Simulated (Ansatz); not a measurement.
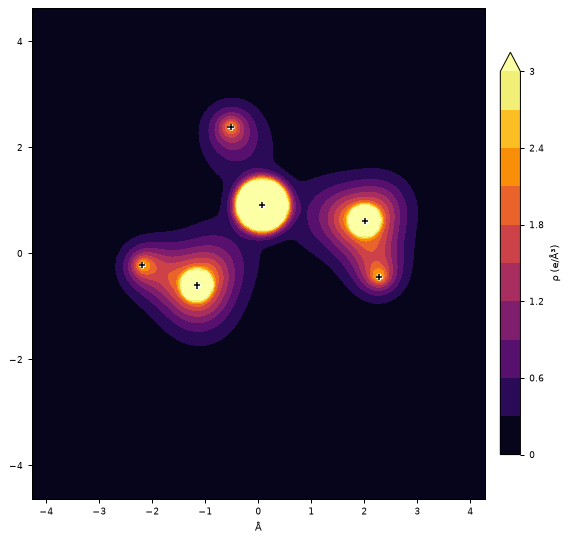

The electron density on a plane through atoms (crosses mark nuclei in the plane).

Computed with Ansatz 0.2.0, isolated molecule in a Gaussian basis; Kohn-Sham density functional theory, functional PBE0.

Candidates:
A. C₂H₁₁AlGe₂ (SMILES [CH3][AlH][CH]([GeH3])[GeH3])
B. C₆H₄FN (SMILES C#Cc1ccc(F)[nH]1)
C. C₄H₇BN₂Si (SMILES Bc1cnc([SiH3])nc1)

Question: Which system is this?

Answer: Candidate A: C₂H₁₁AlGe₂ on the plane of atoms Al3, C2 and H10, which holds C, Al and H. C–Al (1.95 Å): ρ at the midpoint is about 0.72 e/Å³. C–H (1.10 Å): ρ is about 1.8 e/Å³ halfway.
